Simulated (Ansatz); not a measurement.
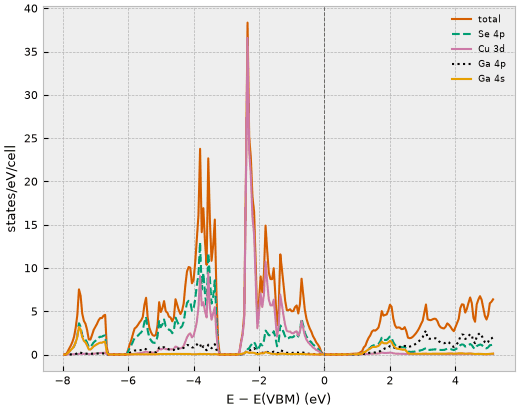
*Total and projected density of states of GaCuSe2 (chalcopyrite, I-42d), LDA in the plane-wave PAW code Ansatz*

Which orbitals carry the states next to the gap?

Top 1 eV of the valence band: Se 4p 47 %, Cu 3d 44 %. Bottom 1 eV of the conduction band: Se 4p 34 %, Ga 4s 25 %, Se 4s 15 %, Cu 4s 13 %, Cu 3d 6 %. Projections are on Löwdin-orthogonalised atomic valence shells; empty p or d shells of many metals are not among them.

Where is the tallest occupied peak in this window, and what makes it?

Near -2.3 eV, about 38 states/eV per cell; the largest projected share is Cu 3d.

The cell was relaxed with LDA under the symmetry of its start. The run is not spin-polarised. Scalar-relativistic: spin–orbit coupling is off unless named, which matters more the heavier the elements.

Potentials: the later of the program's two PAW sets.
